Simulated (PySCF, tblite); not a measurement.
**C₅H₅N₂S radical: geometry, infrared bands and EPR parameters**

Aim: predict the infrared bands and EPR parameters of C₅H₅N₂S radical (`C#C[C]1N=C(C)SN1`).

Computed with tblite 0.8.0 and PySCF 2.14.0, with density-fitted response routines of our own, on a single molecule in the gas phase. Atoms are numbered from 0 throughout.

### 1 The starting structure

13 atoms, charge 0, multiplicity 2; geometry from: force field or distance geometry start.

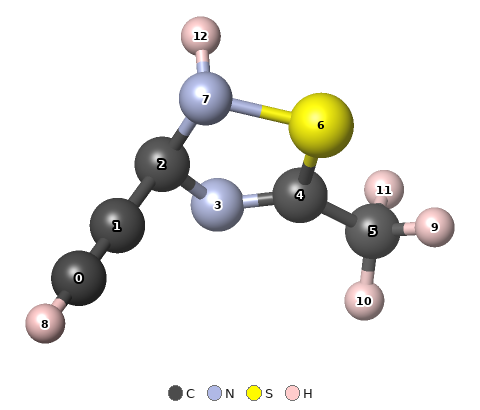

As it starts; carbon dark grey, nitrogen light blue, sulfur yellow, hydrogen pink, atoms numbered.

### 2 Optimising the geometry with GFN2-xTB

The job: settings as JSON, then the geometry in Å.

```
{"job": {"kind": "relax", "xc": "GFN2-xTB", "basis": "xTB"}, "charge": 0, "multiplicity": 2}
C      3.178300    -0.920100    -0.684400
C      2.248300    -0.278600    -0.187500
C      1.148000     0.457000     0.420100
N     -0.014400    -0.280000     0.582300
C     -1.025000    -0.013100    -0.106400
C     -2.367700    -0.639400    -0.136600
S     -0.579000     1.377900    -1.194700
N      0.964000     1.660500    -0.325500
H      3.982500    -1.472500    -1.107800
H     -2.841000    -0.358100    -1.098100
H     -2.373900    -1.736000    -0.067700
H     -3.031700    -0.237500     0.672500
H      0.707200     2.440300     0.354800
```

Run with:

```bash
$ OMP_NUM_THREADS=1 python probes_run.py task.json out
```

The driver reads the jobs from task.json and runs them one after another.

What it wrote:

```text
step      E/eV     max force
  0    -603.61701    2.836
  1    -603.83642    4.205
  2    -603.97389    2.817
  3    -604.11367    0.852
  4    -604.17410    0.679
  5    -604.23130    0.904
  6    -604.29092    0.990
  7    -604.35561    0.791
  8    -604.39999    0.602
  9    -604.43523    0.669
 10    -604.46849    0.564
 11    -604.51334    0.567
 12    -604.57794    0.818
 13    -604.66420    1.151
 14    -604.75035    1.138
 15    -604.83135    1.057
 16    -604.85572    1.259
 17    -604.90389    0.895
 18    -604.93538    0.341
 19    -604.95688    0.404
 20    -604.98643    0.362
 21    -605.00614    0.454
 22    -605.03552    0.488
 23    -605.06413    0.550
 24    -605.08858    0.389
 25    -605.09956    0.247
 26    -605.10345    0.220
 27    -605.10450    0.162
 28    -605.10716    0.205
 29    -605.10911    0.130
 30    -605.11153    0.156
 31    -605.11393    0.159
 32    -605.11620    0.151
 33    -605.11811    0.107
 34    -605.11950    0.098
 35    -605.12074    0.130
 36    -605.12195    0.130
 37    -605.12284    0.095
 38    -605.12346    0.066
 39    -605.12406    0.064
 40    -605.12486    0.078
 41    -605.12572    0.067
 42    -605.12635    0.064
 43    -605.12674    0.058
 44    -605.12708    0.053
 45    -605.12749    0.062
 46    -605.12800    0.068
 47    -605.12863    0.085
 48    -605.12942    0.123
 49    -605.13040    0.141
 50    -605.13141    0.091
 51    -605.13216    0.079
 52    -605.13260    0.055
 53    -605.13293    0.056
 54    -605.13327    0.084
 55    -605.13371    0.051
 56    -605.13419    0.049
 57    -605.13461    0.087
 58    -605.13495    0.083
 59    -605.13531    0.084
 60    -605.13570    0.043
 61    -605.13612    0.052
 62    -605.13648    0.071
 63    -605.13693    0.088
 64    -605.13765    0.101
 65    -605.13882    0.117
 66    -605.13989    0.097
 67    -605.14063    0.074
 68    -605.14081    0.080
 69    -605.14103    0.050
 70    -605.14119    0.051
 71    -605.14150    0.034
 72    -605.14158    0.028
 73    -605.14167    0.024
 74    -605.14172    0.026
 75    -605.14181    0.030
 76    -605.14192    0.029
 77    -605.14205    0.023
 78    -605.14217    0.030
 79    -605.14227    0.033
 80    -605.14237    0.028
 81    -605.14245    0.021
 82    -605.14250    0.016
 83    -605.14252    0.013
 84    -605.14254    0.016
 85    -605.14257    0.019
 86    -605.14260    0.014
 87    -605.14262    0.012
 88    -605.14262    0.012
 89    -605.14263    0.011
 90    -605.14265    0.017
 91    -605.14268    0.024
 92    -605.14273    0.024
 93    -605.14278    0.017
 94    -605.14281    0.016
 95    -605.14283    0.017
 96    -605.14287    0.022
 97    -605.14295    0.029
 98    -605.14305    0.026
 99    -605.14316    0.032
100    -605.14325    0.037
101    -605.14336    0.047
102    -605.14349    0.050
103    -605.14363    0.041
104    -605.14375    0.032
105    -605.14383    0.042
106    -605.14392    0.038
107    -605.14402    0.031
108    -605.14417    0.020
109    -605.14419    0.015
110    -605.14421    0.009
```

Wall time 0.52 s (1 thread of Arm Neoverse V2, shared host).

Relaxation path: (not every step is listed)

```csv
step,energy from step 0 (eV),largest force (eV/Å)
0,0.0000,2.8358
1,-0.2194,4.2052
2,-0.3569,2.8168
3,-0.4967,0.8520
4,-0.5571,0.6793
5,-0.6143,0.9042
6,-0.6739,0.9897
7,-0.7386,0.7906
8,-0.7830,0.6023
17,-1.2869,0.8947
26,-1.4864,0.2196
35,-1.5037,0.1296
44,-1.5101,0.0526
53,-1.5159,0.0557
62,-1.5195,0.0712
71,-1.5245,0.0338
80,-1.5254,0.0282
89,-1.5256,0.0109
98,-1.5260,0.0265
105,-1.5268,0.0417
106,-1.5269,0.0384
107,-1.5270,0.0305
108,-1.5272,0.0203
109,-1.5272,0.0151
110,-1.5272,0.0093
```

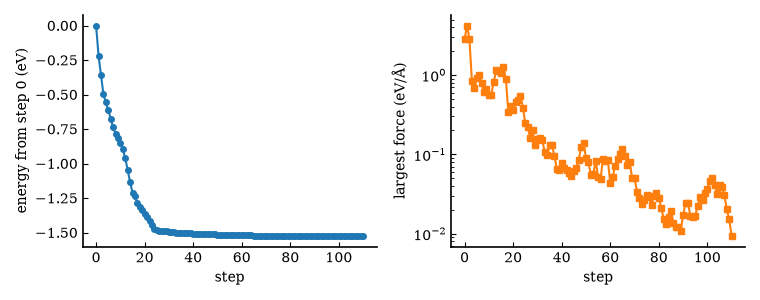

Energy and largest force along the relaxation.

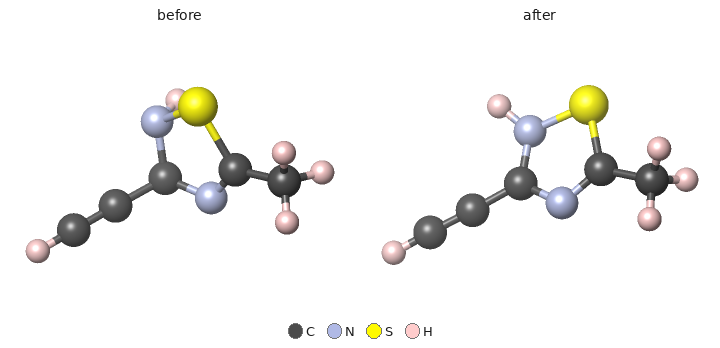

The geometry before (left) and after (right).

Distances of close pairs at the start and the end, largest changes first:

```csv
bond,before (Å),after (Å),change (Å)
S6–N7,1.793,1.699,-0.094
C1–C2,1.456,1.386,-0.071
C2–N3,1.386,1.320,-0.066
N7–H12,1.066,1.008,-0.058
N3–C4,1.252,1.288,+0.036
C5–H11,1.121,1.091,-0.030
C0–C1,1.234,1.208,-0.027
C4–S6,1.822,1.796,-0.025
```

The end geometry stands in the next job.

### 3 Harmonic vibrations with GFN2-xTB

The job: settings as JSON, then the geometry in Å.

```
{"job": {"kind": "ir", "xc": "GFN2-xTB", "basis": "xTB"}, "charge": 0, "multiplicity": 2}
C      3.462831    -0.732331    -0.368133
C      2.317240    -0.358763    -0.288056
C      1.013713     0.103666    -0.202802
N     -0.069364    -0.649447    -0.148158
C     -1.178000     0.005209    -0.160860
C     -2.536547    -0.567628    -0.109480
S     -0.933737     1.783693    -0.222244
N      0.736500     1.480071    -0.146177
H      4.447809    -1.084805    -0.432301
H     -3.147420    -0.179645    -0.924882
H     -2.468610    -1.649356    -0.187991
H     -3.029447    -0.310664     0.829495
H      1.380644     2.160485    -0.517385
```

What it wrote:

```text
mode    cm-1     km/mol
  1      81.5      0.35
  2     107.3      0.80
  3     119.0      0.43
  4     177.2      7.08
  5     274.5      1.96
  6     278.3      2.85
  7     359.4     83.69
  8     394.2     12.34
  9     437.3      3.77
 10     503.7      2.91
 11     515.8     21.23
 12     555.6      7.17
 13     580.0     23.40
 14     601.7     13.40
 15     671.9      8.52
 16     794.7      3.22
 17     944.0      5.87
 18    1003.7     27.73
 19    1021.3      5.49
 20    1101.9     14.53
 21    1124.4     93.05
 22    1250.1    135.35
 23    1387.8      3.87
 24    1428.0     57.94
 25    1450.3     10.97
 26    1460.4      7.86
 27    1553.3     18.92
 28    2192.4     70.13
 29    2976.9     15.70
 30    3000.8     21.31
 31    3053.0      6.41
 32    3400.6     33.53
 33    3442.7     10.16
```

It took 0.31 s on 1 thread of Arm Neoverse V2, shared host.

Which atoms move in the most intense modes:

```csv
cm⁻¹,km/mol,atoms
359,83.7,"H12 57 %, N7 14 %, C4 13 %"
580,23.4,"H8 37 %, C2 37 %, N3 11 %"
1004,27.7,"C5 21 %, H10 19 %, N3 18 %, H11 17 %"
1124,93.0,"C4 39 %, H10 18 %, C5 16 %, H12 11 %"
1250,135.3,"C2 57 %, N7 15 %, N3 14 %"
1428,57.9,"C2 59 %, N3 26 %"
2192,70.1,"C1 60 %, C0 31 %"
3401,33.5,"H8 87 %, C0 12 %"
```

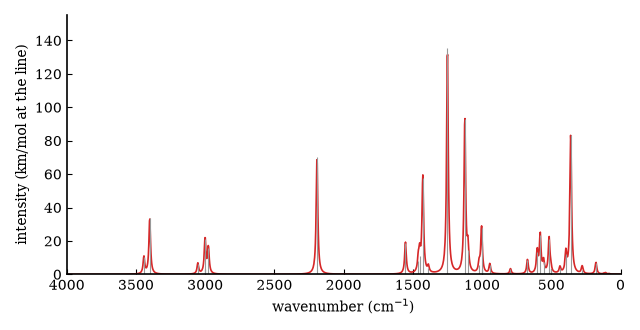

The infrared spectrum from these modes, unscaled. Lines are broadened to a width of 14 cm⁻¹ (Lorentzian).

### 4 g tensor and hyperfine couplings: B3LYP/pcH-1

Same as in step 3 but for these lines:

```diff
@@ -1,2 +1,2 @@
-{"job": {"kind": "ir", "xc": "GFN2-xTB", "basis": "xTB"}, "charge": 0, "multiplicity": 2}
+{"job": {"kind": "epr", "basis": "pcH-1"}, "charge": 0, "multiplicity": 2}
 C      3.462831    -0.732331    -0.368133
```

With the program's defaults for keys left out, this is: UKS B3LYP, pcH-1 on C H N S, non-relativistic, mean-field spin-orbit, GIAO.

What it wrote:

```text
UKS, coarse grid
  cycle   1  E = -701.06067961  |g| = 3.96e-01
  cycle   2  E = -700.97036165  |g| = 5.71e-01
  cycle   3  E = -701.12767925  |g| = 1.25e-01
  cycle   4  E = -701.13449131  |g| = 4.86e-02
  cycle   5  E = -701.13559269  |g| = 1.22e-02
  cycle   6  E = -701.13567808  |g| = 7.01e-03
  cycle   7  E = -701.13570831  |g| = 5.43e-03
  cycle   8  E = -701.13572889  |g| = 1.85e-03
  cycle   9  E = -701.13573269  |g| = 1.30e-03
  cycle  10  E = -701.13573411  |g| = 4.90e-04
UKS, final grid
  cycle   1  E = -701.13570904  |g| = 9.26e-04
  cycle   2  E = -701.13570748  |g| = 2.02e-03
  cycle   3  E = -701.13570951  |g| = 1.27e-04
  cycle   4  E = -701.13570952  |g| = 7.87e-05
  cycle   5  E = -701.13570953  |g| = 4.89e-05
  cycle   6  E = -701.13570953  |g| = 1.14e-05
E = -701.13570953 Eh   <S^2> = 0.7649 (exact 0.7500)
g shifts (ppm)      1          2          3
  rmc          -190       -190       -190
  gc             30         -2         35
  oz_so       -2007        524       4872
  total       -2166        332       4718
hyperfine (MHz)  atom isotope    a_iso     a_fc   dipolar eigenvalues
    0   13C      21.91      22.00    -21.84    -16.71     38.55
    1   13C     -37.70     -37.70    -10.25     -0.90     11.16
    2   13C      34.01      34.08    -35.86    -33.84     69.70
    3   14N      -8.97      -8.98     -8.84      3.98      4.86
    4   13C      38.79      38.54    -31.70    -29.36     61.05
    5   13C     -13.27     -13.28     -0.52     -0.32      0.84
    6   33S       6.57       7.16    -17.87    -17.10     34.97
    7   14N      21.52      21.39    -11.50    -11.25     22.75
    8    1H     -21.48     -21.47    -10.31     -0.35     10.66
    9    1H      29.12      29.11     -2.16     -1.73      3.90
   10    1H       2.41       2.41     -2.25     -1.67      3.91
   11    1H      41.17      41.16     -2.01     -1.92      3.93
   12    1H       5.60       5.51    -12.55     -5.00     17.55
```

Run time: 60 s. Hardware: 1 thread of Arm Neoverse V2, shared host; peak memory 0.93 GiB.

Principal g values 2.00015, 2.00265, 2.00704; g(iso) = 2.00328, against 2.00232 for a free electron.

Mean a(iso) over the nuclei that a row names, and the largest dipolar term of the row (other rows stand at the frozen geometry):

```csv
nuclei,isotope,a(iso) (MHz),"a(iso) (G, at g = 2.0023)",largest dipolar term (MHz)
C4,13C,38.8,13.8,61.1
C1,13C,-37.7,-13.5,11.2
C2,13C,34.0,12.1,69.7
"H9, H10, H11",1H,24.2,8.6,3.9
C0,13C,21.9,7.8,38.5
N7,14N,21.5,7.7,22.8
H8,1H,-21.5,-7.7,10.7
C5,13C,-13.3,-4.7,0.8
N3,14N,-9.0,-3.2,-8.8
S6,33S,6.6,2.3,35.0
H12,1H,5.6,2.0,17.6
```

Mulliken spin populations:

C0 0.27; C1 -0.12; C2 0.36; N3 -0.13; C4 0.30; C5 -0.03; S6 0.15; N7 0.17; H8 -0.01; H9 0.02; H10 0.00; H11 0.02; H12 0.00

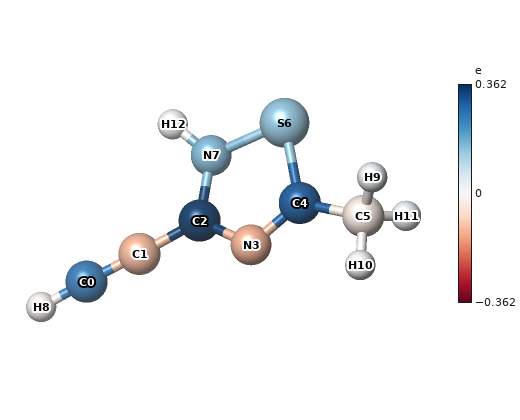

Mulliken spin populations, as colours on the atoms.

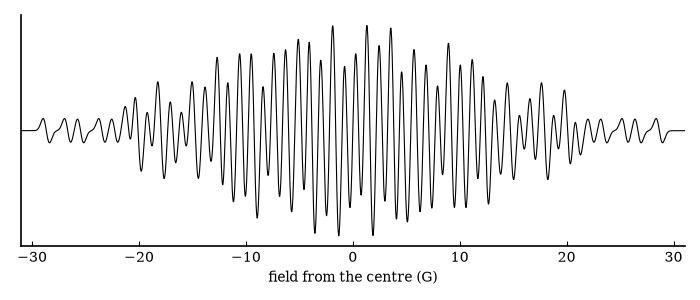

First-order isotropic spectrum (first derivative, main isotopes with spin only, couplings over 0.8 MHz, Gaussian width 0.3 G; couplings of the frozen geometry, rotation of groups not averaged beyond the rows shown).

Orbitals, density, ELF and potential are computed afterwards from the orbital file.

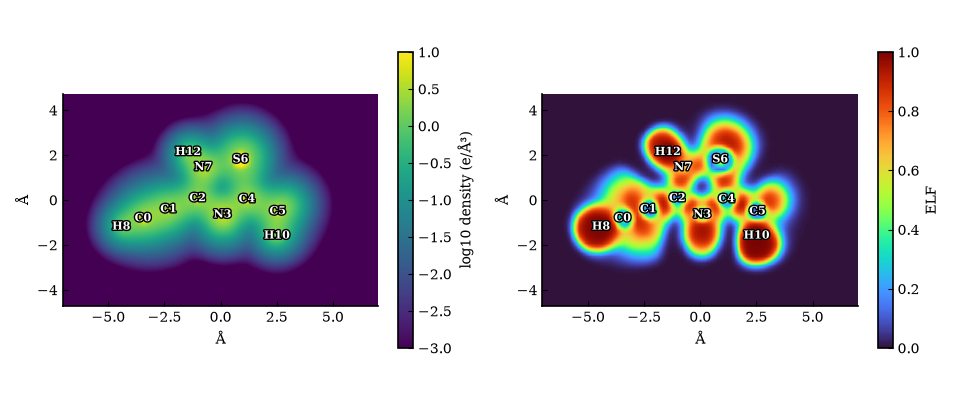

Density (left) and ELF (right) in a plane through or near 11 of the atoms.

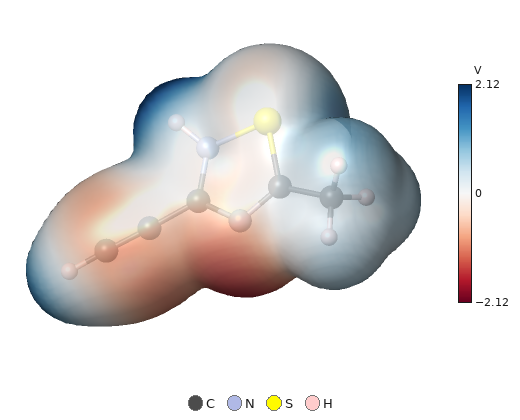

Electrostatic potential on the surface of density 0.002 e/bohr³; red is low, blue high. It runs from -1.54 V near N3 to 2.12 V near H12.

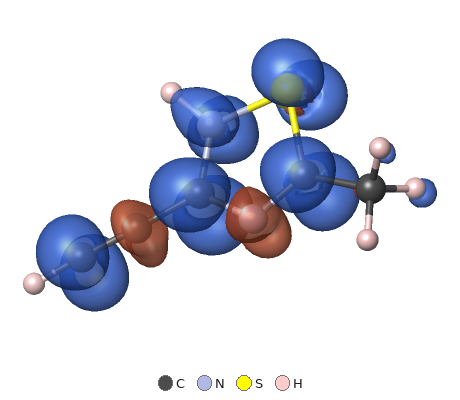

Spin density at ±0.02 e/Å³ (alpha excess blue, beta excess red).

### 5 Results

| quantity | value |
| --- | --- |
| strongest single infrared mode (GFN2-xTB) | 1250 cm⁻¹, 135 km/mol |
| zero-point energy (GFN2-xTB) | 54.7 kcal/mol |
| g(iso) (B3LYP) | 2.00328 |
| ⟨S²⟩ | 0.765 (exact 0.75) |
| largest a(iso) (averaged by class) | 13C on C4, 38.8 MHz |
| surface potential, least and greatest | -1.54 V and 2.12 V |

**Reading.** Over 110 steps the energy fell by 1.527 eV; of the close pairs, S6–N7 changed most, 1.793 to 1.699 Å. All 33 modes are real, so the xTB geometry is a minimum. The strongest single mode, at 1250 cm⁻¹, moves mainly C2. Unscaled tight-binding wavenumbers are off by several per cent, some by more. Its intensities can rank the bands wrongly. The largest spin populations lie on C2 (0.36 e), C4 (0.30 e), C0 (0.27 e). The isotropic g lies 1.0 ppt above the free-electron value.
